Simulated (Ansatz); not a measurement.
# GeH3Cl3O2: nudged elastic band

System: GeH3Cl3O2.
Method: RKS PBE0/def2-SVP (Ansatz 0.2.0).

It belongs to a series of runs on one base structure; here: band between the two ends. Figures and captions count atoms from 1; the log counts them from 0 in places.

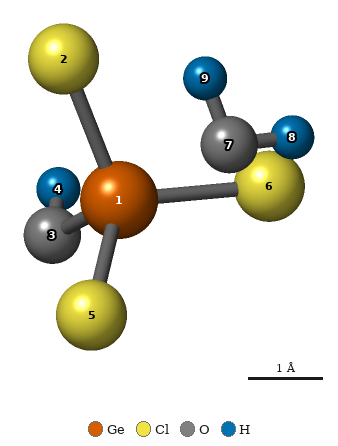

Fig. 1: The input geometry (ball-and-stick view, seen at a tilt; atoms are numbered from 1 in the order of the input). Sticks mark near contacts. Bond lengths as drawn: Cl–Ge 2.11 to 2.15 Å, Ge–O 1.75 Å and H–O 0.96 to 0.97 Å.

## Input file
```yaml
crystal:
  periodic: [false, false, false]
  atoms:
    - { symbol: Ge, position_ang: [0.193636, 0.012168, -0.105639] }
    - { symbol: Cl, position_ang: [0.376361, -0.119553, 2.033131] }
    - { symbol: O, position_ang: [1.825808, -0.017681, -0.748605] }
    - { symbol: H, position_ang: [2.309166, -0.816003, -0.502968] }
    - { symbol: Cl, position_ang: [-0.568748, 1.843656, -0.832094] }
    - { symbol: Cl, position_ang: [-0.789842, -1.74595, -0.861621] }
    - { symbol: O, position_ang: [-2.525053, 0.101555, 0.9365] }
    - { symbol: H, position_ang: [-2.822412, -0.742635, 0.57731] }
    - { symbol: H, position_ang: [-2.315016, -0.097356, 1.856588] }
basis:
  gaussian: { orbitals: def2-SVP }
hamiltonian:
  xc: pbe0
neb:
  order_check: false
  images: 5
  f_tol: 0.05
  max_iterations: 60
  final_atoms:
    - { symbol: Ge, position_ang: [-0.50491244, -0.23746011, -0.73408885] }
    - { symbol: Cl, position_ang: [0.36844832, 0.17400097, 2.90270736] }
    - { symbol: O, position_ang: [1.11449846, -0.54130214, -0.19399252] }
    - { symbol: H, position_ang: [1.23492921, -0.28498792, 0.737908] }
    - { symbol: Cl, position_ang: [-0.82988153, 1.7598897, -1.41723996] }
    - { symbol: Cl, position_ang: [-0.97473314, -1.58142594, -2.30812863] }
    - { symbol: O, position_ang: [-1.5763005, -0.50671202, 0.66175238] }
    - { symbol: H, position_ang: [-2.48063359, -0.19391867, 0.53089275] }
    - { symbol: H, position_ang: [-0.66751478, -0.16988288, 2.17279148] }
  initial_path:
    images:
      - { positions_ang: [[0.193636, 0.012168, -0.105639], [0.376361, -0.119553, 2.033131], [1.825808, -0.017681, -0.748605], [2.309166, -0.816003, -0.502968], [-0.568748, 1.843656, -0.832094], [-0.789842, -1.74595, -0.861621], [-2.525053, 0.101555, 0.9365], [-2.822412, -0.742635, 0.57731], [-2.315016, -0.097356, 1.856588]] }
      - { positions_ang: [[0.13025224, 0.00888323, -0.0677233], [0.24006538, -0.08553033, 2.21468051], [1.77743167, -0.00914864, -0.68501014], [2.20590782, -0.85835372, -0.56111066], [-0.72349906, 1.83536727, -0.79866797], [-0.8699965, -1.76533398, -0.82764454], [-2.33999115, 0.06638194, 0.83539642], [-2.71708762, -0.7049534, 0.40133218], [-2.01918279, -0.06911137, 1.8413495]] }
      - { positions_ang: [[0.06686849, 0.00559846, -0.02980759], [0.10376977, -0.05150766, 2.39623003], [1.72905535, -0.00061628, -0.62141527], [2.10264964, -0.90070445, -0.61925333], [-0.87825011, 1.82707855, -0.76524194], [-0.950151, -1.78471796, -0.79366808], [-2.1549293, 0.03120888, 0.73429283], [-2.61176324, -0.6672718, 0.22535437], [-1.72334959, -0.04086675, 1.82611099]] }
      - { positions_ang: [[0.00348473, 0.0023137, 0.00810811], [-0.03252585, -0.01748499, 2.57777954], [1.68067902, 0.00791608, -0.55782041], [1.99939146, -0.94305517, -0.67739599], [-1.03300117, 1.81878982, -0.73181591], [-1.0303055, -1.80410193, -0.75969162], [-1.96986745, -0.00396418, 0.63318925], [-2.50643886, -0.6295902, 0.04937655], [-1.42751638, -0.01262212, 1.81087249]] }
      - { positions_ang: [[-0.165981, -0.07761091, -0.23929088], [0.1011322, 0.04634366, 2.68608881], [1.49195217, -0.17515666, -0.43654444], [1.74457071, -0.72369942, -0.20562799], [-0.96529462, 1.79915645, -0.9602906], [-1.01178138, -1.7298766, -1.27583729], [-1.83867847, -0.1715468, 0.64271029], [-2.4978371, -0.48436635, 0.20988195], [-1.17418251, -0.06504237, 1.93151215]] }
      - { positions_ang: [[-0.33544672, -0.15753551, -0.48668986], [0.23479026, 0.11017232, 2.79439809], [1.30322531, -0.3582294, -0.31526848], [1.48974996, -0.50434367, 0.26614], [-0.89758807, 1.77952308, -1.18876528], [-0.99325726, -1.65565127, -1.79198296], [-1.70748948, -0.33912941, 0.65223133], [-2.48923535, -0.33914251, 0.37038735], [-0.92084865, -0.11746262, 2.05215182]] }
      - { positions_ang: [[-0.50491244, -0.23746011, -0.73408885], [0.36844832, 0.17400097, 2.90270736], [1.11449846, -0.54130214, -0.19399252], [1.23492921, -0.28498792, 0.737908], [-0.82988153, 1.7598897, -1.41723996], [-0.97473314, -1.58142594, -2.30812863], [-1.5763005, -0.50671202, 0.66175238], [-2.48063359, -0.19391867, 0.53089275], [-0.66751478, -0.16988288, 2.17279148]] }
```

Launched with:
```bash
ansatz run input.yaml --threads 4 --pin off --max-ram 5120MiB --backend cpu --events-out ev --progress --plain --runs-dir out
```

## The program's output
```
Engine: ansatz 0.2.0, aarch64-unknown-linux-gnu
Functional definition: PBE0
  parameter a = 0.25
  parameter kappa = 0.804
  parameter beta = 0.06672455060314922
  exchange = (1 - a)*pbe_x(kappa = kappa, mu = beta*pi^2/3) + a*exact_x
  correlation = pbe_c(beta = beta)
1289 factors; integrals over basis functions are off by at most 5.3e-4 eV
mean field evaluation 1: about -98179.8457 eV, gradient 6.6e1 eV
mean field evaluation 2: about -98162.8826 eV, gradient 1.2e2 eV
mean field evaluation 4: about -98187.4213 eV, gradient 6.0e0 eV
mean field evaluation 8: about -98187.5075 eV, gradient 5.8e-2 eV
mean field evaluation 16: about -98187.5075 eV, gradient 7.8e-6 eV
mean field -98187.50753690 eV, -3608.3243480979 hartree, gradient 7.8e-6 eV, S^2 0.000000; 0 other end points of the search recorded, 0 dependent functions left out
the calculation of the forces begins
reference -98187.50756081 eV, -3608.3243489769 hartree; 51, 51 occupied and 78, 78 virtual orbitals, 1289 factors
1291 factors; integrals over basis functions are off by at most 9.3e-4 eV
mean field evaluation 32: about -98187.4467 eV, gradient 6.8e-6 eV
mean field -98187.44669915 eV, -3608.3221123520 hartree, gradient 6.8e-6 eV, S^2 0.000000; 0 other end points of the search recorded, 0 dependent functions left out
[... from here on the field's lines of each further geometry are left out, up to the last ...]
NEB iter   1: max|band force component| = 6.292e1 eV/Å  barrier→ = 9.0515 eV  barrier← = 8.9906 eV  Δτ_max = 0.1954 Å  (197 SCF iters)
NEB iter   2: max|band force component| = 3.784e0 eV/Å  barrier→ = 2.0396 eV  barrier← = 1.9788 eV  Δτ_max = 0.2000 Å  (173 SCF iters)
NEB iter   3: max|band force component| = 2.796e0 eV/Å  barrier→ = 1.3859 eV  barrier← = 1.3251 eV  Δτ_max = 0.1967 Å  (158 SCF iters)
NEB iter   4: max|band force component| = 9.879e-1 eV/Å  barrier→ = 1.2223 eV  barrier← = 1.1614 eV  Δτ_max = 0.2000 Å  (151 SCF iters)
NEB iter   5: max|band force component| = 1.055e0 eV/Å  barrier→ = 1.1911 eV  barrier← = 1.1303 eV  Δτ_max = 0.1007 Å  (153 SCF iters)
NEB iter   6: max|band force component| = 9.181e-1 eV/Å  barrier→ = 1.0418 eV  barrier← = 0.9810 eV  Δτ_max = 0.1002 Å  (149 SCF iters)
NEB iter   7: max|band force component| = 6.931e-1 eV/Å  barrier→ = 0.8949 eV  barrier← = 0.8341 eV  Δτ_max = 0.1006 Å  (149 SCF iters)
NEB iter   8: max|band force component| = 7.996e-1 eV/Å  barrier→ = 0.8163 eV  barrier← = 0.7554 eV  Δτ_max = 0.0500 Å  (148 SCF iters)
NEB iter   9: max|band force component| = 4.271e-1 eV/Å  barrier→ = 0.7904 eV  barrier← = 0.7295 eV  CI = image 3  Δτ_max = 0.1012 Å  (150 SCF iters)
NEB iter  10: max|band force component| = 3.909e-1 eV/Å  barrier→ = 0.9315 eV  barrier← = 0.8707 eV  CI = image 3  Δτ_max = 0.2000 Å  (149 SCF iters)
NEB iter  11: max|band force component| = 8.230e-1 eV/Å  barrier→ = 1.0513 eV  barrier← = 0.9904 eV  CI = image 3  Δτ_max = 0.0996 Å  (154 SCF iters)
NEB iter  12: max|band force component| = 3.288e-1 eV/Å  barrier→ = 1.0228 eV  barrier← = 0.9620 eV  CI = image 3  Δτ_max = 0.1960 Å  (147 SCF iters)
NEB iter  13: max|band force component| = 3.305e-1 eV/Å  barrier→ = 0.9733 eV  barrier← = 0.9124 eV  CI = image 3  Δτ_max = 0.1984 Å  (146 SCF iters)
NEB iter  14: max|band force component| = 2.897e-1 eV/Å  barrier→ = 0.9270 eV  barrier← = 0.8662 eV  CI = image 3  Δτ_max = 0.1978 Å  (148 SCF iters)
NEB iter  15: max|band force component| = 3.811e-1 eV/Å  barrier→ = 0.8873 eV  barrier← = 0.8264 eV  CI = image 3  Δτ_max = 0.1001 Å  (151 SCF iters)
NEB iter  16: max|band force component| = 3.512e-1 eV/Å  barrier→ = 0.8819 eV  barrier← = 0.8211 eV  CI = image 3  Δτ_max = 0.0998 Å  (148 SCF iters)
NEB iter  17: max|band force component| = 1.988e-1 eV/Å  barrier→ = 0.8749 eV  barrier← = 0.8141 eV  CI = image 3  Δτ_max = 0.0997 Å  (150 SCF iters)
NEB iter  18: max|band force component| = 1.160e-1 eV/Å  barrier→ = 0.8623 eV  barrier← = 0.8015 eV  CI = image 3  Δτ_max = 0.1000 Å  (150 SCF iters)
NEB iter  19: max|band force component| = 1.456e-1 eV/Å  barrier→ = 0.8441 eV  barrier← = 0.7832 eV  CI = image 3  Δτ_max = 0.0500 Å  (149 SCF iters)
NEB iter  20: max|band force component| = 1.443e-1 eV/Å  barrier→ = 0.8316 eV  barrier← = 0.7707 eV  CI = image 3  Δτ_max = 0.0250 Å  (147 SCF iters)
NEB iter  21: max|band force component| = 1.319e-1 eV/Å  barrier→ = 0.8249 eV  barrier← = 0.7641 eV  CI = image 3  Δτ_max = 0.0250 Å  (153 SCF iters)
NEB iter  22: max|band force component| = 1.446e-1 eV/Å  barrier→ = 0.8179 eV  barrier← = 0.7571 eV  CI = image 3  Δτ_max = 0.0500 Å  (149 SCF iters)
NEB iter  23: max|band force component| = 1.623e-1 eV/Å  barrier→ = 0.8030 eV  barrier← = 0.7422 eV  CI = image 3  Δτ_max = 0.0999 Å  (146 SCF iters)
NEB iter  24: max|band force component| = 1.852e-1 eV/Å  barrier→ = 0.7714 eV  barrier← = 0.7105 eV  CI = image 3  Δτ_max = 0.1996 Å  (150 SCF iters)
NEB iter  25: max|band force component| = 2.160e-1 eV/Å  barrier→ = 0.7092 eV  barrier← = 0.6484 eV  CI = image 3  Δτ_max = 0.1988 Å  (146 SCF iters)
NEB iter  26: max|band force component| = 2.192e-1 eV/Å  barrier→ = 0.6569 eV  barrier← = 0.5961 eV  CI = image 3  Δτ_max = 0.1958 Å  (152 SCF iters)
NEB iter  27: max|band force component| = 1.868e-1 eV/Å  barrier→ = 0.6203 eV  barrier← = 0.5595 eV  CI = image 3  Δτ_max = 0.1099 Å  (151 SCF iters)
NEB iter  28: max|band force component| = 2.931e-1 eV/Å  barrier→ = 0.6176 eV  barrier← = 0.5567 eV  CI = image 3  Δτ_max = 0.0554 Å  (148 SCF iters)
NEB iter  29: max|band force component| = 1.115e-1 eV/Å  barrier→ = 0.6173 eV  barrier← = 0.5564 eV  CI = image 3  Δτ_max = 0.0334 Å  (151 SCF iters)
NEB iter  30: max|band force component| = 6.033e-2 eV/Å  barrier→ = 0.6160 eV  barrier← = 0.5552 eV  CI = image 3  Δτ_max = 0.0289 Å  (154 SCF iters)
the calculation of the forces begins
reference -98187.42399756 eV, -3608.3212780841 hartree; 51, 51 occupied and 78, 78 virtual orbitals, 1291 factors
1290 factors; integrals over basis functions are off by at most 1.1e-3 eV
mean field evaluation 1248: about -98186.8679 eV, gradient 1.5e0 eV
mean field -98186.89219420 eV, -3608.3017346710 hartree, gradient 9.0e-6 eV, S^2 0.000000; 1 other end points of the search recorded, 0 dependent functions left out
the calculation of the forces begins
reference -98186.89221735 eV, -3608.3017355216 hartree; 51, 51 occupied and 78, 78 virtual orbitals, 1290 factors
NEB iter  31: max|band force component| = 2.451e-2 eV/Å  barrier→ = 0.6153 eV  barrier← = 0.5545 eV  CI = image 3  Δτ_max = 0.0000 Å  (279 SCF iters)
```

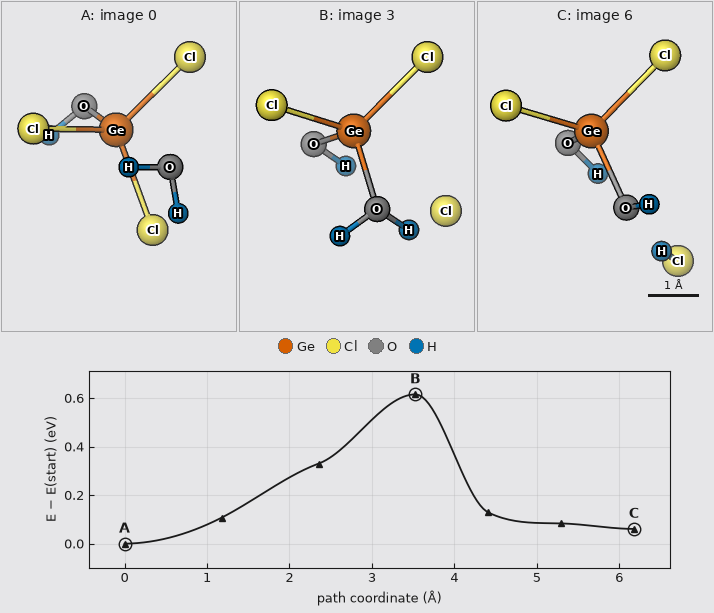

Fig. 2: Images of the last band (counted from 0; ball-and-stick, seen at a tilt) above the energy along the path; the line is a cubic interpolation that uses the forces. The highest image is number 3, 0.615 eV above the start and 0.555 eV above the end (the climbing image); the end lies 0.061 eV above the start. The path is 6.18 Å long. The band converged in 31 iterations.

```
Total energy: -98186.89221735 eV, -3608.3017355216 hartree
Atom 0 at    -0.391373    -0.014162    -0.449602 Å, force    -0.002765    -0.020960     0.008173 eV/Å
Atom 1 at     0.280513     0.741510     2.115674 Å, force     0.024361     0.020875     0.005578 eV/Å
Atom 2 at     1.115880    -0.861765    -0.257464 Å, force     0.002562     0.005889    -0.004130 eV/Å
Atom 3 at     1.511078    -0.537974     0.572317 Å, force    -0.006077     0.002899     0.007493 eV/Å
Atom 4 at    -0.533126     2.017109    -1.023748 Å, force    -0.003087    -0.012618     0.007911 eV/Å
Atom 5 at    -1.331973    -1.149226    -2.010383 Å, force    -0.001721     0.008270    -0.007894 eV/Å
Atom 6 at    -1.748345    -0.394850     0.847154 Å, force    -0.008288     0.005586    -0.014958 eV/Å
Atom 7 at    -2.067636    -1.311622     0.854837 Å, force    -0.000488     0.003541    -0.000141 eV/Å
Atom 8 at    -1.151118    -0.070819     1.703817 Å, force    -0.004498    -0.013482    -0.002033 eV/Å
Dipole moment:    -0.440992    -0.425016     0.072065 e Å
this run last wrote the band of iteration 31 to [file]
```

## The last band as extended XYZ (Å, eV, eV/Å)
```
9
Properties=species:S:1:pos:R:3:forces:R:3 image=0 energy=-98187.50754
Ge    0.1936    0.0122   -0.1056   -0.0126   0.0075  -0.0046
Cl    0.3764   -0.1196    2.0331    0.0018  -0.0018   0.0003
O     1.8258   -0.0177   -0.7486    0.0148  -0.0011  -0.0046
H     2.3092   -0.8160   -0.5030    0.0030  -0.0011   0.0010
Cl   -0.5687    1.8437   -0.8321    0.0014  -0.0017   0.0031
Cl   -0.7898   -1.7459   -0.8616    0.0018  -0.0025   0.0003
O    -2.5251    0.1016    0.9365   -0.0041   0.0030   0.0031
H    -2.8224   -0.7426    0.5773   -0.0037  -0.0038   0.0014
H    -2.3150   -0.0974    1.8566   -0.0023   0.0015   0.0001
9
Properties=species:S:1:pos:R:3:forces:R:3 image=1 energy=-98187.40040
Ge   -0.0386   -0.0569   -0.1536    0.0215  -0.0124   0.0115
Cl    0.4178    0.0182    1.9938    0.0055  -0.1041   0.0125
O     1.5738   -0.5013   -0.7106    0.0521   0.0450  -0.0559
H     2.2165   -0.3647   -0.0037    0.0408   0.0421  -0.0388
Cl   -0.5036    1.8923   -0.8799   -0.0104  -0.0183   0.0192
Cl   -1.1241   -1.5833   -1.2396    0.0268  -0.0672   0.0686
O    -2.2227   -0.0143    0.8971   -0.0410   0.0420  -0.0057
H    -2.6190   -0.8499    0.6130   -0.0421   0.0446  -0.0108
H    -2.0161   -0.1219    1.8361   -0.0532   0.0284  -0.0006
9
Properties=species:S:1:pos:R:3:forces:R:3 image=2 energy=-98187.17758
Ge   -0.1830    0.0464   -0.1879    0.0173   0.0110   0.0277
Cl    0.4018    0.5867    1.9470    0.0199  -0.0119  -0.0204
O     1.3580   -0.7617   -0.4688    0.0379   0.0119  -0.0259
H     1.9494   -0.5412    0.2640    0.0566   0.0107  -0.0334
Cl   -0.4722    2.0069   -0.9869    0.0027  -0.0130   0.0010
Cl   -1.2609   -1.2259   -1.6210    0.0045  -0.0171   0.0475
O    -1.9899   -0.2820    0.9064   -0.0199   0.0223   0.0022
H    -2.3929   -1.1280    0.6562   -0.0402   0.0167  -0.0207
H    -1.7265   -0.2828    1.8436   -0.0788  -0.0306   0.0221
9
Properties=species:S:1:pos:R:3:forces:R:3 image=3 energy=-98186.89219
Ge   -0.3914   -0.0142   -0.4496   -0.0028  -0.0210   0.0082
Cl    0.2805    0.7415    2.1157    0.0244   0.0209   0.0056
O     1.1159   -0.8618   -0.2575    0.0026   0.0059  -0.0041
H     1.5111   -0.5380    0.5723   -0.0061   0.0029   0.0075
Cl   -0.5331    2.0171   -1.0237   -0.0031  -0.0126   0.0079
Cl   -1.3320   -1.1492   -2.0104   -0.0017   0.0083  -0.0079
O    -1.7483   -0.3948    0.8472   -0.0083   0.0056  -0.0150
H    -2.0676   -1.3116    0.8548   -0.0005   0.0035  -0.0001
H    -1.1511   -0.0708    1.7038   -0.0045  -0.0135  -0.0020
9
Properties=species:S:1:pos:R:3:forces:R:3 image=4 energy=-98187.37874
Ge   -0.5363   -0.1459   -0.6413   -0.0513  -0.0337  -0.0585
Cl    0.2919    0.6309    2.5833    0.0237  -0.0151   0.1232
O     1.0233   -0.8122   -0.2400   -0.0231   0.0146   0.0012
H     1.3266   -0.4762    0.6205   -0.0452   0.0271   0.0029
Cl   -0.5093    1.9394   -1.0292   -0.0086  -0.0249  -0.0101
Cl   -1.2650   -1.2372   -2.3102    0.0119  -0.0356  -0.0693
O    -1.7153   -0.3752    0.6835    0.0091   0.0055  -0.0357
H    -2.1320   -1.2475    0.6711   -0.0065   0.0106  -0.0350
H    -0.8000    0.1420    2.0149    0.0899   0.0516   0.0813
9
Properties=species:S:1:pos:R:3:forces:R:3 image=5 energy=-98187.42397
Ge   -0.5272   -0.1250   -0.7174    0.0098  -0.0089  -0.0075
Cl    0.3839    0.2456    2.8599   -0.0098  -0.0034  -0.0010
O     1.0773   -0.5783   -0.2234   -0.0158   0.0116   0.0084
H     1.2374   -0.3400    0.7075    0.0064  -0.0061  -0.0042
Cl   -0.6267    1.8856   -1.3998   -0.0044   0.0037  -0.0076
Cl   -1.1826   -1.4576   -2.2410   -0.0006  -0.0022   0.0013
O    -1.6401   -0.2696    0.6644    0.0020   0.0034   0.0192
H    -2.3363   -0.9264    0.5348   -0.0009   0.0035  -0.0152
H    -0.7016   -0.0163    2.1676    0.0133  -0.0017   0.0065
9
Properties=species:S:1:pos:R:3:forces:R:3 image=6 energy=-98187.44670
Ge   -0.5049   -0.2375   -0.7341   -0.0092  -0.0018   0.0062
Cl    0.3684    0.1740    2.9027   -0.0012  -0.0046  -0.0075
O     1.1145   -0.5413   -0.1940   -0.0094   0.0062   0.0093
H     1.2349   -0.2850    0.7379    0.0194  -0.0019   0.0085
Cl   -0.8299    1.7599   -1.4172   -0.0025  -0.0018  -0.0004
Cl   -0.9747   -1.5814   -2.3081   -0.0021  -0.0041  -0.0033
O    -1.5763   -0.5067    0.6618    0.0061   0.0060  -0.0261
H    -2.4806   -0.1939    0.5309   -0.0042   0.0005   0.0079
H    -0.6675   -0.1699    2.1728    0.0031   0.0016   0.0054
```

## Summary

```json
{"quantity": "outcome", "value": "converged"}
{"quantity": "barrier, forward", "value": "0.615 eV"}
{"quantity": "barrier, backward", "value": "0.554 eV"}
{"quantity": "hardware", "value": "4 threads of Arm Neoverse V1, 24 GiB of memory available, shared host"}
{"quantity": "wall time", "value": "7.2 min (CPU time 27 min)"}
{"quantity": "peak memory", "value": "0.39 GiB"}
```

## Remarks

The order of the saddle point was not checked.
